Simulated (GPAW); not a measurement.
## Property calculation of SiSbH5O (part 2 of 2)

Continued. System: SiSbH5O, SMILES [SiH3][O][SbH2]. Method: RPBE/dzp, scalar-relativistic datasets (GPAW 26.7.0). Some settings of this run were made unusual or wrong on purpose. The geometry comes from this level: GFN2-xTB.

Geometry of the input (Å):
```
Si -0.8355  1.0056  -0.3996
O  0.4707  0.2747  0.2069
Sb 1.4163  -1.4133  -0.1574
H  -1.9974  0.1138  -0.3635
H  -0.5868  1.3898  -1.7928
H  -0.9600  2.1462  0.4968
H  2.2466  -1.2051  1.3086
H  0.2461  -2.3116  0.7009
```

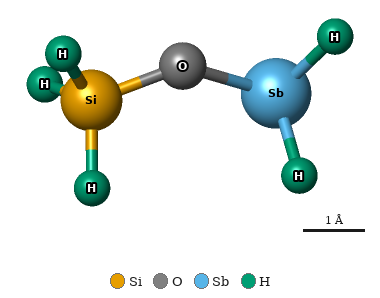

**Figure 1.** The input geometry (ball-and-stick view, seen at a tilt). Sticks mark near contacts.

**Log, continued**
```
         .--------------------------------.
        /|                                |
       / |                                |
      /  |                                |
     /   |                                |
    /    |                                |
   /     |                                |
  /      |                                |
 *       |                                |
 |       |          H                     |
 |       |                H               |
 |       |          Si O                  |
 |       |      H   H   Sb                |
 |       |           H                    |
 |       |                                |
 |       .--------------------------------.
 |      /                                /
 |     /                                /
 |    /                                /
 |   /                                /
 |  /                                /
 | /                                /
 |/                                /
 *--------------------------------*

Atoms  # Å, Bohr magnetons
|   | symbol |        x |        y |        z |    initial magnetic moments |
|---|--------|----------|----------|----------|-----------------------------|
| 0 |     Si | 5.661870 | 7.817190 | 5.893190 | ( 0.0000,  0.0000,  0.0000) |
| 1 |      O | 6.968040 | 7.086270 | 6.499650 | ( 0.0000,  0.0000,  0.0000) |
| 2 |     Sb | 7.913730 | 5.398330 | 6.135410 | ( 0.0000,  0.0000,  0.0000) |
| 3 |      H | 4.500000 | 6.925410 | 5.929290 | ( 0.0000,  0.0000,  0.0000) |
| 4 |      H | 5.910600 | 8.201360 | 4.500000 | ( 0.0000,  0.0000,  0.0000) |
| 5 |      H | 5.537350 | 8.957770 | 6.789580 | ( 0.0000,  0.0000,  0.0000) |
| 6 |      H | 8.744000 | 5.606460 | 7.601350 | ( 0.0000,  0.0000,  0.0000) |
| 7 |      H | 6.743530 | 4.500000 | 6.993690 | ( 0.0000,  0.0000,  0.0000) |

Unit cell  # Å
| periodic |         x |         y |         z |   lengths |    angles |
|----------|-----------|-----------|-----------|-----------|-----------|
|       no | 13.244000 |  0.000000 |  0.000000 | 13.244000 | 90.000000 |
|       no |  0.000000 | 13.457770 |  0.000000 | 13.457770 | 90.000000 |
|       no |  0.000000 |  0.000000 | 12.101350 | 12.101350 | 90.000000 |

Number of symmetries: 1
Symmetry operations  # r_c * U_cc + t_c -> r_c
|   | kind |            matrix            |
|---|------|------------------------------|
| 0 |  E   |  1, 0, 0,  0, 1, 0,  0, 0, 1 |

BZ-sampling:
  Number of BZ points: 1
  Number of IBZ points: 1

  Monkhorst-Pack size: [1, 1, 1]
  Monkhorst-Pack shift: [0, 0, 0]

K-points  # in reciprocal-cell coordinates
|   |                                coordinates |     weight |
|---|--------------------------------------------|------------|
| 0 | (  0.00000000,   0.00000000,   0.00000000) | 1.00000000 |

basis functions: 74
Spin-components: 1 (collinear spins)
Bands:           22
Projectors:      31
Spin-degeneracy: 2
Datatype:        <class 'float'>

  Storage: CPU
  Wave functions: 13_024 bytes (13_024 per core)

Parallelization:
  kpt:    1
  domain: 1
  band:   1

Density:
  Valence electrons: 30.0
  Components: 1
  Grid points: [68 68 60]
  Charge: 0.0  # |e|

Potential:
  Grid points: [68 68 60]

species:
  Si:
    name:    Silicon
    Z:       14.0
    valence: 4
    core:    10
    charge:  0.0  # [|e|]
    file:    Si.RPBE.gz
    compensation charges:
      type: gauss
      rc: 0.33  # [Å]
      lmax: 2
    cutoffs:
      filter: 1.86  # [Å]
      core: 2.06  # [Å]
    projectors
    | kind |    occ | energy [eV] | rcut [Å] |
    |------|--------|-------------|----------|
    |   3s |  2.000 |     -10.793 |    1.058 |
    |   3p |  2.000 |      -4.075 |    1.058 |
    |    s |        |      16.418 |    1.058 |
    |    p |        |      23.136 |    1.058 |
    |    d |        |       0.000 |    1.058 |

    LCAO basis set for Si:
      Name: dzp
      File: Si.dzp.basis.gz
      Number of radial functions: 5
      Number of spherical harmonics: 13
        l=0, rc=6.8594 Bohr: 3s-sz confined orbital
        l=1, rc=9.0625 Bohr: 3p-sz confined orbital
        l=0, rc=3.8906 Bohr: 3s-dz split-valence wave
        l=1, rc=5.2344 Bohr: 3p-dz split-valence wave
        l=2, rc=9.0625 Bohr: d-type Gaussian polarization
      Number of RI-basis functions 0

  O:
    name:    Oxygen
    Z:       8.0
    valence: 6
    core:    2
    charge:  0.0  # [|e|]
    file:    O.RPBE.gz
    compensation charges:
      type: gauss
      rc: 0.21  # [Å]
      lmax: 2
    cutoffs:
      filter: 1.17  # [Å]
      core: 0.83  # [Å]
    projectors
    | kind |    occ | energy [eV] | rcut [Å] |
    |------|--------|-------------|----------|
    |   2s |  2.000 |     -24.041 |    0.688 |
    |   2p |  4.000 |      -8.984 |    0.598 |
    |    s |        |       3.170 |    0.688 |
    |    p |        |      18.228 |    0.598 |
    |    d |        |       0.000 |    0.619 |

    LCAO basis set for O:
      Name: dzp
      File: O.dzp.basis.gz
      Number of radial functions: 5
      Number of spherical harmonics: 13
        l=0, rc=4.3438 Bohr: 2s-sz confined orbital
        l=1, rc=5.3906 Bohr: 2p-sz confined orbital
        l=0, rc=2.2969 Bohr: 2s-dz split-valence wave
        l=1, rc=2.8906 Bohr: 2p-dz split-valence wave
        l=2, rc=5.3906 Bohr: d-type Gaussian polarization
      Number of RI-basis functions 0

  Sb:
    name:    Antimony
    Z:       51.0
    valence: 15
    core:    36
    charge:  0.0  # [|e|]
    file:    Sb.RPBE.gz
    compensation charges:
      type: gauss
      rc: 0.36  # [Å]
      lmax: 2
    cutoffs:
      filter: 2.23  # [Å]
      core: 2.23  # [Å]
    projectors
    | kind |    occ | energy [eV] | rcut [Å] |
    |------|--------|-------------|----------|
    |   5s |  2.000 |     -12.749 |    1.154 |
    |   5p |  3.000 |      -4.786 |    1.233 |
    |   4d | 10.000 |     -33.516 |    1.196 |
    |    s |        |      14.463 |    1.154 |
    |    p |        |      22.425 |    1.233 |
    |    d |        |      -6.304 |    1.196 |

    LCAO basis set for Sb:
      Name: dzp
      File: Sb.dzp.basis.gz
      Number of radial functions: 7
      Number of spherical harmonics: 23
        l=0, rc=6.6250 Bohr: 5s-sz confined orbital
        l=1, rc=8.6719 Bohr: 5p-sz confined orbital
        l=2, rc=3.7656 Bohr: 4d-sz confined orbital
        l=0, rc=3.8125 Bohr: 5s-dz split-valence wave
        l=1, rc=5.1094 Bohr: 5p-dz split-valence wave
        l=2, rc=2.4844 Bohr: 4d-dz split-valence wave
        l=2, rc=8.6719 Bohr: d-type Gaussian polarization
      Number of RI-basis functions 0

  H:
    name:    Hydrogen
    Z:       1.0
    valence: 1
    core:    0
    charge:  0.0  # [|e|]
    file:    H.RPBE.gz
    compensation charges:
      type: gauss
      rc: 0.15  # [Å]
      lmax: 2
    cutoffs:
      filter: 0.85  # [Å]
      core: 0.53  # [Å]
    projectors
    | kind |    occ | energy [eV] | rcut [Å] |
    |------|--------|-------------|----------|
    |   1s |  1.000 |      -6.572 |    0.476 |
    |    s |        |      20.639 |    0.476 |
    |    p |        |       0.000 |    0.476 |

    LCAO basis set for H:
      Name: dzp
      File: H.dzp.basis.gz
      Number of radial functions: 3
      Number of spherical harmonics: 5
        l=0, rc=6.4219 Bohr: 1s-sz confined orbital
        l=0, rc=3.6094 Bohr: 1s-dz split-valence wave
        l=1, rc=6.4219 Bohr: p-type Gaussian polarization
      Number of RI-basis functions 0

Reference energy: -186286.681046  # eV

eigensolver:
  <gpaw.new.lcao.eigensolver.LCAOEigensolver object at 0xfd4e84662240>
density mixing:
  MSR1-Mixer
  Pratt-step length: 0.05
  Maximum mixing coefficient: 0.75
  Old densities: 10
  SVD Regularization: 0.005
  Good broyden scale: 1.0
  Trust region scale: 1.0
  Backstep threshold: 4.0
  History deletion threshold: 6.0
  Fourier metric: weight=20.0, sigma=0.015

occupation numbers:
  Fermi-Dirac:
    width: 2.0000  # eV

FastPoissonSolver using
    Stencil: 6*3+1=19 point O(h^6) finite-difference Laplacian
    FFT axes: []
    FST axes: [np.int64(2), np.int64(0), np.int64(1)]

xc functional:
  name: RPBE with 2 nearest neighbor stencil
interpolation: tri-quintic # 5. degree polynomial

Initialization done in: 5.516 s

convergence criteria:
- Maximum [total energy] change in last 3 cyles: 0.0005 eV / valence electron
- Maximum integral of absolute [dens]ity change: 0.0001 electrons / valence electron
- Maximum integral of absolute [eigenst]ate change: 4e-08 eV^2 / valence electron
maximum number of iterations: 64

SCF iterations
|iter     |     time |      energy | eigst |  dens |
|---------|----------|-------------|-------|-------|
|iter:   1| 00:00:06 |  -30.658444 |      c|       |
|iter:   2| 00:00:07 |  -30.099218 |      c| -0.89 |
|iter:   3| 00:00:07 |  -28.301105 |      c| -0.93 |
|iter:   4| 00:00:08 |  -28.150457 |      c| -1.44 |
|iter:   5| 00:00:09 |  -28.092897 |      c| -1.96 |
|iter:   6| 00:00:09 |  -28.098335 |      c| -2.50 |
|iter:   7| 00:00:10 |  -28.103245c|      c| -2.89 |
|iter:   8| 00:00:11 |  -28.100733c|      c| -3.53 |
|iter:   9| 00:00:12 |  -28.101640c|      c| -3.97 |
|iter:  10| 00:00:12 |  -28.101680c|      c| -4.51c|

Converged in 10 steps
SCF loop duration: 6.604 s (0.660 s/step)
Energy contributions relative to reference atoms: (reference = -186286.681046)

Energy contributions:
  Kinetic:          59.424113
  Coulomb:         -50.338750
  Zero:              0.223551
  External:          0.000000
  Xc:              -28.446191
  Entropy:         -17.928805
  Spinorbit:         0.000000
  ----------------------------
  Free energy:     -37.066082
  Extrapolated:    -28.101680

dipole moment: (0.059812, -0.127608, -0.071346)  # |e|*Ang

Fermi level: -4.212
Eigenvalues  # (at kpt = [0.000, 0.000, 0.000])
| band index |      eig [eV] | occ [0-2] |
|------------|---------------|-----------|
|          0 |       -33.862 |     2.000 |
|        ... |               |           |
|          7 |       -13.187 |     1.978 |
|          8 |       -10.627 |     1.922 |
|          9 |       -10.202 |     1.905 |
|         10 |        -9.978 |     1.894 |
|         11 |        -8.599 |     1.799 |
|         12 |        -8.254 |     1.766 |
|         13 |        -7.736 |     1.707 |
|         14 |        -6.662 |     1.546 |
|         15 |        -2.154 |     0.527 |
|         16 |        -0.843 |     0.313 |
|         17 |         0.069 |     0.210 |
|         18 |         0.754 |     0.154 |
|         19 |         1.548 |     0.106 |
|         20 |         1.677 |     0.100 |
|         21 |         2.132 |     0.080 |

Gap: 4.507 eV
Transition (v -> c):
  (s=0, k=0, n=14, [0.00, 0.00, 0.00]) -> (s=0, k=0, n=15, [0.00, 0.00, 0.00])
No difference between direct/indirect transitions
vacuum-level: 0.000  # V
Energy: -28.10168 eV

Forces  # eV/Ang
|        x |        y |        z |
|----------|----------|----------|
| -1.88170 |  1.10395 | -0.92379 |  # Si   0
|  1.27889 |  1.44044 |  2.05307 |  # O    1
|  2.38887 | -2.77973 | -3.24806 |  # Sb   2
| -1.33277 | -1.02677 |  0.08475 |  # H    3
|  0.28327 |  0.47819 | -1.57227 |  # H    4
| -0.30775 |  1.50325 |  1.05344 |  # H    5
|  0.94815 |  0.28727 |  1.62939 |  # H    6
| -1.31231 | -0.93987 |  0.90665 |  # H    7

Force computation time: 0.261  # s
Forces (eV/Ang)
Si   -1.8817    1.1040   -0.9238
O     1.2789    1.4404    2.0531
Sb    2.3889   -2.7797   -3.2481
H    -1.3328   -1.0268    0.0848
H     0.2833    0.4782   -1.5723
H    -0.3077    1.5032    1.0534
H     0.9482    0.2873    1.6294
H    -1.3123   -0.9399    0.9067
Dipole: 0.759 D
HOMO = -6.662 eV
LUMO = -2.154 eV
Gap: 4.507 eV
```
